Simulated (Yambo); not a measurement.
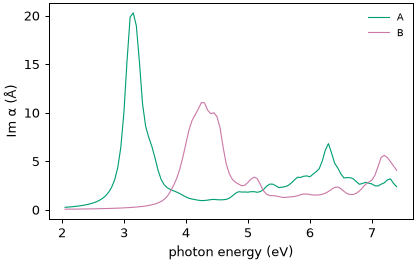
*Two computed absorption spectra of a free-standing HfS$_{2}$ monolayer (symmetry P-3m1, slab cell 15.9 Å high) (Yambo, PBE bands with the same scissor, field along x)*

Question: Which curve includes the electron-hole attraction (BSE), and where are its main peaks?

Answer: Curve A: the attraction moves weight to lower energy (centre of the plotted range 4.6 eV against 5.1 eV). Its peaks lie at 3.1 eV, 6.3 eV, 7.3 eV. Settings: 18×18×1 mesh, 6 valence and 4 conduction bands, static screening with 46 bands and a 3 Ry block, scissor 1.72 eV, Tamm-Dancoff, stochastic integration of W near q = 0. The scissor comes from a G0W0 run whose convergence isn't established. Broadening 0.1 eV. The band window holds all transitions up to 7.4 eV. Fine structure above the onset can come from the mesh.

Spin-orbit coupling is not included.

Geometry relaxed with PBE+D3(BJ); primitive cell a = b = 3.621 Å, c = 15.900 Å, α = β = 90.00°, γ = 120.00°.
